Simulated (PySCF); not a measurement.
# CH5BCl3N: geometry, spin-spin couplings

What spin-spin couplings should CH5BCl3N (`[NH3+][BH2-]C(Cl)(Cl)Cl`) show?

The runs use PySCF 2.14.0, with density-fitted response routines of our own; the level of theory stands in each step. All values are computed, except where a source is named. Atoms are numbered from 0 throughout.

### 1 The starting structure

11 atoms, charge 0, multiplicity 1; geometry from: GFN2-xTB. The atoms were then displaced at random by about 0.01 Å, so the start is not that level's minimum.

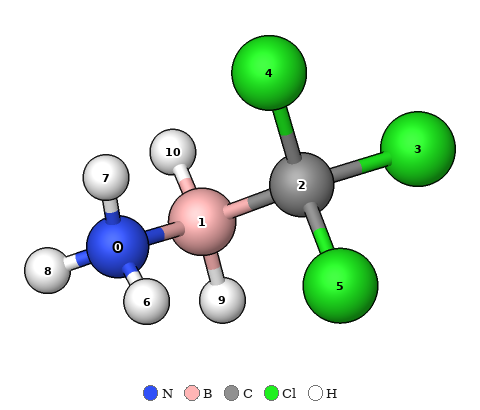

The starting geometry (nitrogen blue, boron pink, carbon grey, chlorine green, hydrogen white), atoms numbered.

### 2 Optimising the geometry at PBE0-D3(BJ)/def2-SVP

What the job is given:

```
{"job": {"xc": "PBE0", "basis": "def2-SVP", "d3": "d3bj", "grid": 1, "shake": 0.01, "kind": "geom"}, "charge": 0, "multiplicity": 1}
N     -1.306340     0.058940    -0.142460
B      0.069080    -0.569370    -0.601180
C      1.114810     0.192370     0.401130
Cl     2.852830    -0.285400     0.178060
Cl     1.045280     1.975630     0.189860
Cl     0.706980    -0.104450     2.131610
H     -1.439380    -0.114870     0.846280
H     -1.233960     1.098910    -0.275900
H     -2.107290    -0.277680    -0.663260
H      0.051270    -1.727100    -0.367110
H      0.284840    -0.272810    -1.712700
```

Started as:

```
OMP_NUM_THREADS=1 python probes_run.py task.json out
```

One launch serves the whole session: the jobs run in the order shown.

The log of the run:

```text
step   0  E = -1500.22352009  max force = 0.026441
step   1  E = -1500.22812305  max force = 0.004354
step   2  E = -1500.22851820  max force = 0.000927
step   3  E = -1500.22854473  max force = 0.000462
step   4  E = -1500.22854661  max force = 0.000278
optimisation converged
```

Run time: 33 s. Hardware: 1 thread of Arm Neoverse V1, shared host; peak memory 0.51 GiB.

Along the way:

```
step  energy from step 0 (eV)  largest force component (eV/Å)
   0                   0.0000                          1.3597
   1                  -0.1253                          0.2239
   2                  -0.1360                          0.0477
   3                  -0.1367                          0.0238
   4                  -0.1368                          0.0143
```

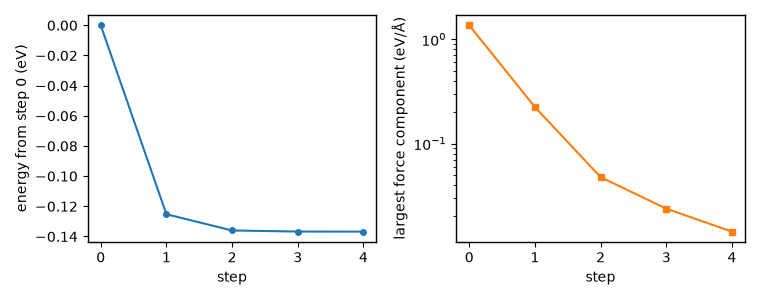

Energy and largest force along the relaxation.

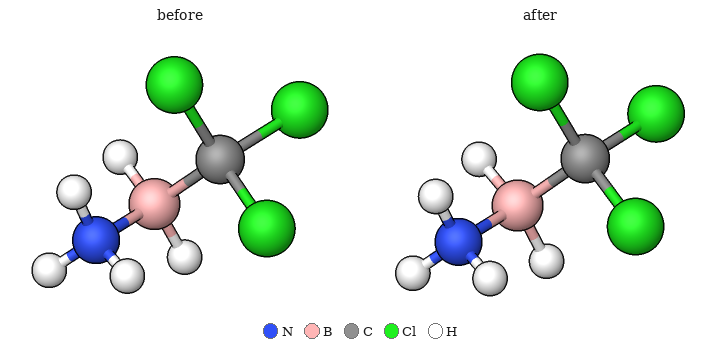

The geometry before (left) and after (right).

Distances of close pairs at the start and the end, largest changes first:

```
  bond  before (Å)  after (Å)  change (Å)
C2–Cl3       1.816      1.762      -0.054
B1–H10       1.170      1.218      +0.047
 B1–H9       1.181      1.218      +0.036
 N0–B1       1.580      1.610      +0.029
 N0–H7       1.051      1.025      -0.026
 B1–C2       1.637      1.621      -0.016
C2–Cl4       1.797      1.812      +0.015
 N0–H6       1.013      1.025      +0.012
```

The next job starts from the end point, and lists it.

```
                         at the end point                value
  point group (found at 0.08 Å tolerance)                   Cs
rotational constants (GHz, main isotopes)  1.919, 1.492, 1.340
                        dipole moment (D)                 5.61
```

### 3 J couplings: B3LYP/cc-pVTZ

What the job is given:

```
{"job": {"kind": "j", "xc": "B3LYP", "basis": "cc-pVTZ"}, "charge": 0, "multiplicity": 1}
N     -1.331867     0.110074    -0.087000
B      0.063042    -0.537808    -0.561675
C      1.182357     0.173322     0.369732
Cl     2.799730    -0.412603    -0.013330
Cl     1.133459     1.971291     0.147835
Cl     0.834781    -0.139286     2.120097
H     -1.470074    -0.071347     0.912128
H     -1.295560     1.126537    -0.212828
H     -2.122916    -0.265245    -0.609154
H      0.008704    -1.733677    -0.338675
H      0.224520    -0.246069    -1.732760
```

Level: B3LYP/cc-pVTZ indirect spin-spin coupling, non-relativistic, gas phase.

The log of the run:

```text
coarse grid: 11208 points
cycle   1  E = -1501.4004834521  dE =  5.457e-01  |g| = 5.212e-01  |ddm| = 6.251e+00
cycle   2  E = -1501.3248419823  dE =  7.564e-02  |g| = 8.236e-01  |ddm| = 2.007e+00
cycle   3  E = -1501.4687914729  dE = -1.439e-01  |g| = 1.517e-01  |ddm| = 1.139e+00
cycle   4  E = -1501.4746976520  dE = -5.906e-03  |g| = 4.472e-02  |ddm| = 3.274e-01
cycle   5  E = -1501.4751987474  dE = -5.011e-04  |g| = 1.081e-02  |ddm| = 7.068e-02
cycle   6  E = -1501.4752244176  dE = -2.567e-05  |g| = 2.723e-03  |ddm| = 1.773e-02
cycle   7  E = -1501.4752257557  dE = -1.338e-06  |g| = 6.797e-04  |ddm| = 4.558e-03
final grid: 95512 points
cycle   8  E = -1501.4919391445  dE = -6.762e-05  |g| = 5.530e-03  |ddm| = 7.930e-02
cycle   9  E = -1501.4919298757  dE =  9.269e-06  |g| = 8.336e-03  |ddm| = 1.783e-02
cycle  10  E = -1501.4919444934  dE = -1.462e-05  |g| = 1.371e-03  |ddm| = 1.148e-02
cycle  11  E = -1501.4919449253  dE = -4.318e-07  |g| = 4.170e-04  |ddm| = 2.033e-03
cycle  12  E = -1501.4919449609  dE = -3.565e-08  |g| = 1.100e-04  |ddm| = 6.331e-04
cycle  13  E = -1501.4919449633  dE = -2.426e-09  |g| = 1.439e-05  |ddm| = 1.672e-04
cycle  14  E = -1501.4919449634  dE = -5.070e-11  |g| = 4.428e-06  |ddm| = 3.124e-05
converged SCF energy = -1501.4919449634

Indirect spin-spin couplings (Hz)
  i      j    bonds     total        FC       PSO       DSO        SD
  0 N    1 B    1     -3.390    -2.988     0.105    -0.104    -0.403
  0 N    2 C    2     -0.376    -0.453     0.080    -0.046     0.042
  0 N    6 H    1    -61.145   -58.764    -2.106    -0.290     0.015
  0 N    7 H    1    -61.162   -58.785    -2.102    -0.291     0.016
  0 N    8 H    1    -62.894   -60.313    -2.333    -0.239    -0.009
  0 N    9 H    2     -2.334    -2.303     0.008    -0.030    -0.008
  0 N   10 H    2     -2.337    -2.307     0.008    -0.031    -0.008
  1 B    2 C    1     57.026    56.875    -0.860     0.415     0.596
  1 B    6 H    2     -2.362    -2.543     0.243    -0.142     0.080
  1 B    7 H    2     -2.363    -2.544     0.242    -0.141     0.080
  1 B    8 H    2     -0.363    -0.453     0.286    -0.299     0.102
  1 B    9 H    1    115.922   115.222    -0.665     1.134     0.231
  1 B   10 H    1    115.872   115.171    -0.665     1.134     0.231
  2 C    6 H    3      1.669     1.502    -0.188     0.355         -
  2 C    7 H    3      1.663     1.497    -0.188     0.354         -
  2 C    8 H    3      8.555     8.457     0.383    -0.285         -
  2 C    9 H    2      0.349     0.095    -0.126     0.380         -
  2 C   10 H    2      0.339     0.085    -0.126     0.380         -
  6 H    7 H    2    -10.569   -11.050     4.090    -3.609         -
  6 H    8 H    2     -9.848   -10.117     4.600    -4.331         -
  6 H    9 H    3      2.381     2.076     0.145     0.160         -
  6 H   10 H    3     10.423    10.589     2.127    -2.294         -
  7 H    8 H    2     -9.840   -10.108     4.599    -4.331         -
  7 H    9 H    3     10.399    10.566     2.126    -2.293         -
  7 H   10 H    3      2.396     2.089     0.139     0.167         -
  8 H    9 H    3      1.749     1.599     0.407    -0.257         -
  8 H   10 H    3      1.746     1.596     0.408    -0.258         -
  9 H   10 H    2     -7.210    -7.336     0.808    -0.682         -
```

It took 61 s on 1 thread of Arm Neoverse V1, shared host; peak memory 1 GiB.

The basis is not made for couplings: without tight functions at the nuclei these values are rough.

A choice of the couplings up to four bonds, sorted by the number of bonds, with means over like pairs; isotopes 11B, 13C, 1H, 15N:

```
  pair  bonds  J (Hz)  Fermi contact (Hz)
 B1–H9      1   115.9               115.2
 N0–H6      1   -61.7               -59.3
 B1–C2      1    57.0                56.9
 N0–B1      1    -3.4                -3.0
 H6–H7      2   -10.1               -10.4
H9–H10      2    -7.2                -7.3
 N0–H9      2    -2.3                -2.3
 B1–H6      2    -1.7                -1.8
 H6–H9      3     4.8                 4.8
 C2–H6      3     4.0                 3.8
```

Means hide unlike values in this fixed geometry: H6–H9 from 1.7 to 10.4 Hz; C2–H6 from 1.7 to 8.6 Hz. They hold only if the pairs exchange fast.

The spin-dipole term was solved for some atoms only; pairs without it lack that part.

The response was solved for the nuclei of B, C, H, N alone, so couplings that need other nuclei can be missing.

Quadrupole couplings from the field gradients of the same density:

```
atom  isotope  eQq/h (MHz)     η
 Cl3     35Cl        -74.6  0.02
 Cl5     35Cl        -69.3  0.08
 Cl4     35Cl        -69.2  0.08
  B1      11B        2.076  0.64
  N0      14N       -1.967  0.15
```

### 4 Spin-spin couplings: B3LYP/6-31G*

Same as in step 3 but for these lines:

```diff
@@ -1,2 +1,2 @@
-{"job": {"kind": "j", "xc": "B3LYP", "basis": "cc-pVTZ"}, "charge": 0, "multiplicity": 1}
+{"job": {"kind": "j", "xc": "B3LYP", "basis": "6-31G*"}, "charge": 0, "multiplicity": 1}
 N     -1.331867     0.110074    -0.087000
```

With the program's defaults for keys left out, this is: B3LYP/6-31G* indirect spin-spin coupling, non-relativistic, gas phase.

The log of the run:

```text
coarse grid: 11208 points
cycle   1  E = -1501.3032847976  dE =  5.725e-01  |g| = 5.162e-01  |ddm| = 3.091e+00
cycle   2  E = -1501.2296799081  dE =  7.360e-02  |g| = 7.960e-01  |ddm| = 1.261e+00
cycle   3  E = -1501.3762727031  dE = -1.466e-01  |g| = 1.303e-01  |ddm| = 7.371e-01
cycle   4  E = -1501.3809112608  dE = -4.639e-03  |g| = 2.932e-02  |ddm| = 1.832e-01
cycle   5  E = -1501.3811321770  dE = -2.209e-04  |g| = 8.458e-03  |ddm| = 3.911e-02
cycle   6  E = -1501.3811483509  dE = -1.617e-05  |g| = 2.326e-03  |ddm| = 9.372e-03
cycle   7  E = -1501.3811495057  dE = -1.155e-06  |g| = 4.044e-04  |ddm| = 1.930e-03
final grid: 95512 points
cycle   8  E = -1501.3107512362  dE = -1.947e-05  |g| = 5.390e-03  |ddm| = 1.631e-02
cycle   9  E = -1501.3107404568  dE =  1.078e-05  |g| = 8.618e-03  |ddm| = 1.167e-02
cycle  10  E = -1501.3107579139  dE = -1.746e-05  |g| = 9.065e-04  |ddm| = 7.756e-03
cycle  11  E = -1501.3107581110  dE = -1.971e-07  |g| = 1.902e-04  |ddm| = 1.002e-03
cycle  12  E = -1501.3107581188  dE = -7.779e-09  |g| = 5.075e-05  |ddm| = 1.865e-04
cycle  13  E = -1501.3107581194  dE = -6.264e-10  |g| = 6.371e-06  |ddm| = 6.161e-05
converged SCF energy = -1501.3107581194

Indirect spin-spin couplings (Hz)
  i      j    bonds     total        FC       PSO       DSO        SD
  0 N    1 B    1     -9.858    -9.484     0.040    -0.103    -0.311
  0 N    2 C    2     -0.305    -0.336     0.038    -0.045     0.038
  0 N    6 H    1    -70.433   -68.333    -1.766    -0.329    -0.005
  0 N    7 H    1    -70.446   -68.349    -1.763    -0.329    -0.005
  0 N    8 H    1    -73.018   -70.781    -1.920    -0.282    -0.035
  0 N    9 H    2     -1.919    -1.859    -0.022    -0.031    -0.008
  0 N   10 H    2     -1.923    -1.862    -0.022    -0.031    -0.008
  1 B    2 C    1     72.431    72.137    -0.596     0.407     0.483
  1 B    6 H    2     -2.574    -2.695     0.174    -0.125     0.072
  1 B    7 H    2     -2.575    -2.696     0.173    -0.123     0.072
  1 B    8 H    2     -1.020    -1.034     0.209    -0.281     0.087
  1 B    9 H    1    131.889   131.313    -0.767     1.188     0.154
  1 B   10 H    1    131.854   131.278    -0.767     1.188     0.154
  2 C    6 H    3      2.181     1.895    -0.067     0.352         -
  2 C    7 H    3      2.175     1.890    -0.067     0.352         -
  2 C    8 H    3      9.310     9.238     0.356    -0.284         -
  2 C    9 H    2      0.763     0.351     0.036     0.375         -
  2 C   10 H    2      0.751     0.339     0.036     0.376         -
  6 H    7 H    2    -13.185   -12.295     2.539    -3.429         -
  6 H    8 H    2    -12.393   -11.155     2.909    -4.147         -
  6 H    9 H    3      2.231     2.057    -0.023     0.197         -
  6 H   10 H    3     10.951    11.673     1.527    -2.249         -
  7 H    8 H    2    -12.391   -11.154     2.909    -4.147         -
  7 H    9 H    3     10.927    11.648     1.526    -2.247         -
  7 H   10 H    3      2.242     2.066    -0.028     0.204         -
  8 H    9 H    3      1.545     1.618     0.147    -0.220         -
  8 H   10 H    3      1.540     1.613     0.148    -0.221         -
  9 H   10 H    2     -8.923    -8.725     0.407    -0.604         -
```

Run time: 14 s. Hardware: 1 thread of Arm Neoverse V1, shared host; peak memory 0.63 GiB.

The basis is not made for couplings: without tight functions at the nuclei these values are rough.

Key values: J(B1,H9) 131.9 Hz, J(B1,C2) 72.4 Hz, J(N0,H6) -71.3 Hz (means over like pairs).

### 5 Run by run: spin-spin couplings

Couplings (Hz), each a mean over the pairs like the one named, with basis size and wall time:

```
          run  B1–H9  N0–H6  B1–C2  H6–H7  H9–H10  N0–B1  H6–H9  functions  time
B3LYP/cc-pVTZ  115.9  -61.7   57.0  -10.1    -7.2   -3.4    4.8        262  61 s
 B3LYP/6-31G*  131.9  -71.3   72.4  -12.7    -8.9   -9.9    4.9        106  14 s
```

### 6 Summary of results

| quantity | value |
| --- | --- |
| point group | Cs |
| rotational constants (main isotopes) | 1.92, 1.49, 1.34 GHz |
| largest coupling of the table (B3LYP/cc-pVTZ) | 1J(B,H) B1–H9, 115.9 Hz (mean over like pairs) |
| range of J(B1,H9), mean over like pairs | 115.9 to 131.9 Hz |

The start of the PBE0/def2-SVP relaxation was shaken at random by about 0.01 Å, so part of the energy gained, and of the first lengths quoted, undoes that. Over 4 steps the energy fell by 0.137 eV; of the close pairs, C2–Cl3 changed most, 1.816 to 1.762 Å. Of the pairs tabulated at B3LYP/cc-pVTZ, B1–H9 (mean over like pairs) couples most strongly (115.9 Hz; Fermi contact 115.2 Hz). The coupling B1–H9, as a mean over pairs of its kind, runs from 115.9 Hz (B3LYP/cc-pVTZ) to 131.9 Hz (B3LYP/6-31G*). Couplings from bases without tight functions are rough.
